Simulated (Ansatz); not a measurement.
Electronic density of states of amorphous Si$_{27}$O$_{24}$N$_{20}$, density 2.58 g/cm³, on a 2×2×2 Γ-centred mesh with a Gaussian width of 0.1 eV; energies count from the Fermi level, whose place inside the gap is arbitrary. Cell and mesh are small, so fine structure isn't converged. The numbers are results of PBE, scalar-relativistic without spin-orbit coupling (plane waves to 420 eV, PAW; Ansatz, an electronic-structure program), not measurements. Sampling: a 2×2×2 Γ-centred mesh; Fermi-Dirac width 0.02 eV; no spin polarisation. At PBE the levels at the filled edge of the gap are localised (band-tail or defect states), and the nearest spread-out levels lie 3.1 eV apart at the zone centre.

The cell was made by melting and quenching with the CHGNet potential and then relaxed with DFT. O and N atoms were pushed apart under 1.9 Å during the dynamics, to hinder bonds among them. It is a model cell: composition and starting density were chosen by hand, and all elements were melted together. No dispersion term was used. Its density started from a set value of 2.73 and ended at 2.58 g/cm³. The quench (nominally 1300 K/ps over its main leg) was far faster than any real one, so the model tends to hold more defects than a real film. Values belong to this one cell and scatter from quench to quench. The volume was free in the relaxation, at fixed shape. Stress components on the final sampling reach 3.3 GPa.

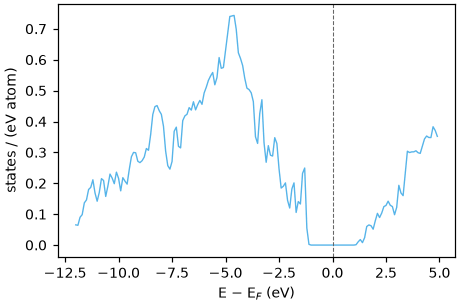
Fig. 1. Density of states per atom

The level gap on this mesh is 2.60 eV; the broadening fills part of it in the curve.
